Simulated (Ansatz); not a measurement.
# wB97M-V/def2-SVP run of CH5BOSi (SMILES B[SiH2]C=O)

Aim: the vertical ionisation energy of CH5BOSi at wB97M-V/def2-SVP, from 2 runs. 

Program for the calculation: Ansatz 0.2.0.

123 further runs of the same task are left out: 123 set aside as unsound or not needed.

## (1) The system as given

The species is CH5BOSi (9 atoms), meant as a singlet with charge 0. SMILES: `B[SiH2]C=O`. The coordinates come from a PBE0-D4/def2-TZVP relaxation. This is one conformer, not always the lowest.

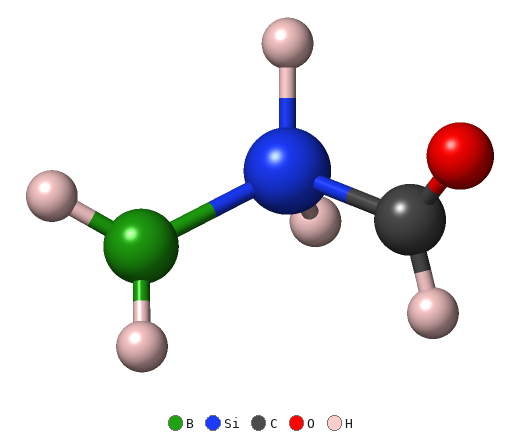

The structure, seen from a chosen angle (boron green, silicon blue, carbon dark grey, oxygen red, hydrogen pink).

## (2) The energy at wB97M-V/def2-SVP

molecule.yaml

```yaml
basis:
  gaussian:
    orbitals: def2-SVP
crystal:
  periodic: [false, false, false]
  atoms:
    - {symbol: B, position_ang: [-0.950100, 0.850000, -1.073100]}
    - {symbol: Si, position_ang: [0.610800, -0.206000, -0.386500]}
    - {symbol: C, position_ang: [0.330600, -0.553700, 1.494500]}
    - {symbol: O, position_ang: [1.022800, -0.098400, 2.365800]}
    - {symbol: H, position_ang: [-2.057600, 0.518200, -0.767000]}
    - {symbol: H, position_ang: [-0.828800, 1.799400, -1.786900]}
    - {symbol: H, position_ang: [1.958100, 0.387600, -0.570700]}
    - {symbol: H, position_ang: [0.542000, -1.540900, -1.055900]}
    - {symbol: H, position_ang: [-0.539200, -1.202400, 1.762900]}
hamiltonian:
  xc: {name: wB97M-V}
output: {orbitals: {seedname: orbitals}}
accuracy: high
```

Launch:

```console
$ ansatz run molecule.yaml --threads 1 --pin off --max-ram 3480MiB --events-out events.jsonl --progress --plain --runs-dir runs
```

The program printed:

```text
Warning: RAYON_NUM_THREADS=1 ignored (pool sized by the plan → 1); use --threads N
Functional definition: wB97M-V
  name "wB97M-V"
  parameter omega = 0.3/bohr
  parameter cx = 0.15
  parameter cx01 = 1.007
  parameter cx10 = 0.259
  parameter css00 = 0.443
  parameter css04 = -1.437
  parameter css10 = -4.535
  parameter css20 = -3.390
  parameter css43 = 4.278
  parameter cos00 = 1.000
  parameter cos10 = 1.358
  parameter cos20 = 2.924
  parameter cos21 = -8.812
  parameter cos60 = -1.390
  parameter cos61 = 9.142
  parameter b = 6.0
  parameter c = 0.01
  gx(w, u) = 1 - cx + cx01*u + cx10*w
  gss(w, u) = css00 + css04*u^4 + css10*w + css20*w^2 + css43*w^4*u^3
  gos(w, u) = cos00 + cos10*w + (cos20 + cos21*u)*w^2 + (cos60 + cos61*u)*w^6
  exchange = spin_sum(e_x_unif_sr(omega)*gx(b97_w, b97_u_x)) + cx*exact_x_sr(omega) + exact_x_lr(omega)
  correlation = spin_sum(e_c_pw_mod_same_spin*gss(b97_w, b97_u_same))
      + integral(e_c_pw_mod_opposite_spin*gos(b97_w_opposite, b97_u_opposite)) + vv10(b, c)
1931 factors; integrals over basis functions are off by at most 3.7e-9 eV
374 factors; integrals over basis functions are off by at most 2.7e-9 eV
mean field evaluation 1: about -11706.6025 eV, gradient 3.6e1 eV
mean field evaluation 2: about -11704.8068 eV, gradient 5.1e1 eV
mean field evaluation 4: about -11709.3071 eV, gradient 1.6e0 eV
mean field evaluation 8: about -11709.4334 eV, gradient 1.2e-1 eV
mean field evaluation 16: about -11709.4335 eV, gradient 3.4e-4 eV
mean field -11709.43351424 eV, -430.3137447092 hartree, gradient 8.4e-8 eV, S^2 0.000000; 0 other end points of the search recorded, 0 dependent functions left out
reference -11709.43351869 eV, -430.3137448726 hartree; 19, 19 occupied and 66, 66 virtual orbitals, 1931 factors
Total energy: -11709.43351869 eV, -430.3137448726 hartree
```

It took 74 s on 1 thread of Arm Neoverse V2, shared host; peak memory 0.53 GiB.

## (3) The doublet cation

input.yaml

```yaml
crystal:
  periodic: [false, false, false]
  atoms:
    - {symbol: B, position_ang: [-0.950100, 0.850000, -1.073100]}
    - {symbol: Si, position_ang: [0.610800, -0.206000, -0.386500]}
    - {symbol: C, position_ang: [0.330600, -0.553700, 1.494500]}
    - {symbol: O, position_ang: [1.022800, -0.098400, 2.365800]}
    - {symbol: H, position_ang: [-2.057600, 0.518200, -0.767000]}
    - {symbol: H, position_ang: [-0.828800, 1.799400, -1.786900]}
    - {symbol: H, position_ang: [1.958100, 0.387600, -0.570700]}
    - {symbol: H, position_ang: [0.542000, -1.540900, -1.055900]}
    - {symbol: H, position_ang: [-0.539200, -1.202400, 1.762900]}
basis:
  gaussian:
    orbitals: def2-SVP
total_charge: 1
magnetization:
  spin_polarized: true
  initial_magnetization: 1
hamiltonian:
  xc: {name: wB97M-V}
accuracy: high
output: {orbitals: {seedname: orbitals}}
```

Launch:

```console
$ ansatz run input.yaml --threads 1 --pin off --max-ram 3480MiB --events-out events.jsonl --progress --plain --runs-dir runs
```

The program printed, cut to the lines that bear on the results:

```text
Warning: RAYON_NUM_THREADS=1 ignored (pool sized by the plan → 1); use --threads N
[... 2 set-up lines as earlier in the session ...]
[...]
  gx(w, u) = 1 - cx + cx01*u + cx10*w
  gss(w, u) = css00 + css04*u^4 + css10*w + css20*w^2 + css43*w^4*u^3
  gos(w, u) = cos00 + cos10*w + (cos20 + cos21*u)*w^2 + (cos60 + cos61*u)*w^6
[...]
      + integral(e_c_pw_mod_opposite_spin*gos(b97_w_opposite, b97_u_opposite)) + vv10(b, c)
1927 factors; integrals over basis functions are off by at most 3.7e-9 eV
374 factors; integrals over basis functions are off by at most 2.7e-9 eV
[...]
mean field -11700.15949097 eV, -429.9729306401 hartree, gradient 7.1e-8 eV, S^2 0.756654; 0 other end points of the search recorded, 0 dependent functions left out
reference -11700.15949533 eV, -429.9729308003 hartree; 19, 18 occupied and 66, 67 virtual orbitals, 1927 factors
Total energy: -11700.15949533 eV, -429.9729308003 hartree
```

It took 2 min on 1 thread of Arm Neoverse V2, shared host; peak memory 0.96 GiB.

## (4) Outcome

Level: wB97M-V/def2-SVP.

| quantity | value |
| --- | --- |
| singlet CH5BOSi: total energy | -430.31374 Eh |
| singlet CH5BOSi: HOMO energy | -9.12 eV |
| singlet CH5BOSi: LUMO energy | -0.71 eV |
| singlet CH5BOSi: HOMO–LUMO gap | 8.41 eV |
| doublet cation: total energy | -429.97293 Eh |
| doublet cation: HOMO energy (highest over α and β) | -16.22 eV |
| doublet cation: LUMO energy (lowest over α and β) | -9.41 eV |
| doublet cation: ⟨S²⟩ | 0.757 |
| vertical ionisation energy (to the doublet cation) | 9.274 eV |

What this shows: The vertical ionisation energy comes to 9.27 eV (214 kcal/mol). −ε(HOMO) before ionisation, 9.12 eV, is 0.16 eV below this ionisation energy.
